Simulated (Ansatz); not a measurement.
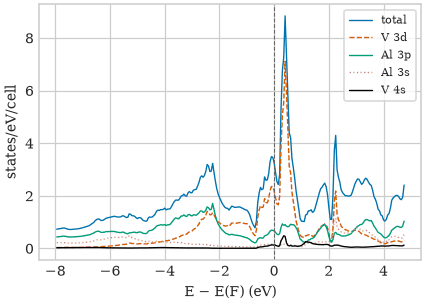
Figure: Total and projected density of states of Al$_{3}$V (Cu3Au type, space group No. 221), DFT-LDA in the program Ansatz with PAW potentials

Problem. Which orbitals carry the states next to the Fermi level?

Solution. Within 0.5 eV of the Fermi level: V 3d 73 %, Al 3p 16 %. Projections are on Löwdin-orthogonalised atomic valence shells; empty p or d shells of many metals are not among them.

Space group Pm-3m (Cu3Au type). The first step of the workflow began from a Materials Project structure, measured or hypothetical; the Crystallography Open Database copy checked does not list it. Its standing as an ambient phase is unchecked. Symmetry was held in the LDA relaxation; whether a distortion lowers the energy is not shown. The run is not spin-polarised.

Potentials: the later of the program's two PAW sets.
